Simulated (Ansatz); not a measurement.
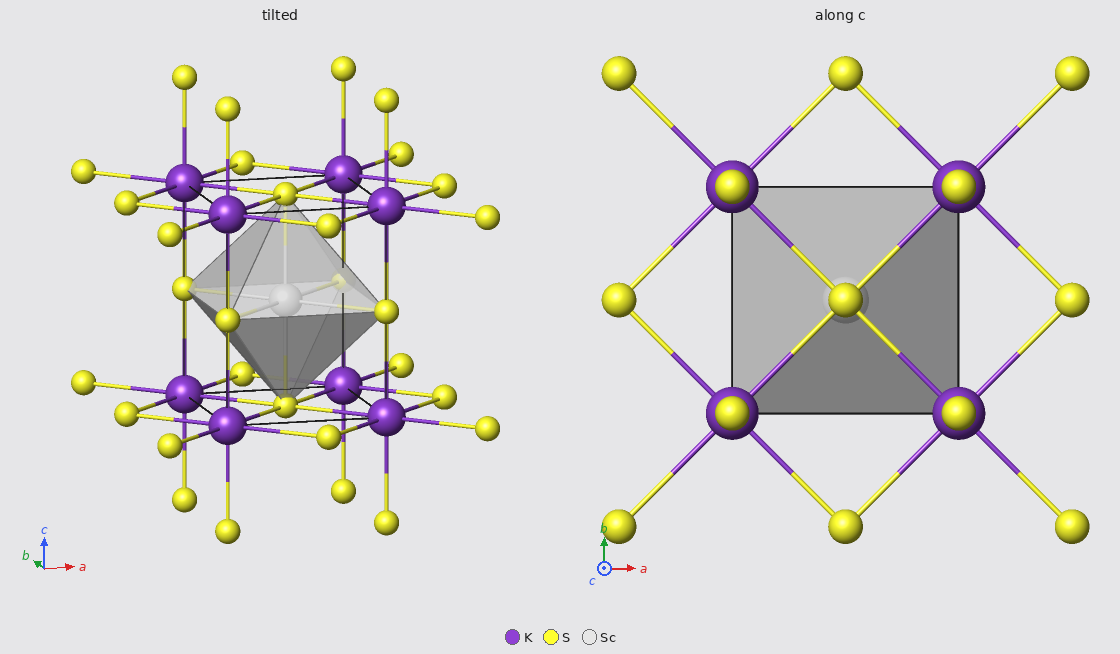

An orthographic polyhedral view of the structure, slightly off an axis and along the c axis. The lines enclose the conventional unit cell; boundary atoms appear with their images. A few atoms beyond the faces are included.

KScS2, space group P4/mmm (No. 123), a = 4.156 Å, b = 4.156 Å, c = 5.443 Å, α = 90.00°, β = 90.00°, γ = 90.00°. The structure was taken from a structure type filled with these elements by a generator (whether the compound takes this form wasn't checked). The cell was then strained or its atoms displaced on purpose. It was run through Ansatz as a DFT input.

This one geometry was computed with Ansatz (DFT, plane waves, PAW) at three levels of theory: PBE, r2SCAN and HSE06. It was relaxed with r2SCAN and then strained.

How does the band gap change with the level of theory?

PBE: a gap of 0.32 eV, direct; r2SCAN: a gap of 0.55 eV, direct; HSE06: a gap of 1.17 eV, direct.

Collect the results in a table.

| level | cutoff (eV) | k-mesh of the run's cell | gap (eV) | pressure (GPa) |
| --- | --- | --- | --- | --- |
| PBE | 420 | 6×6×6 | 0.32 | -1.8 |
| r2SCAN | 500 | 6×6×6 | 0.55 | -2.6 |
| HSE06 | 420 | 4×4×4 | 1.17 | -3.0 |

Gaps are taken on the k-mesh or band path of each run.
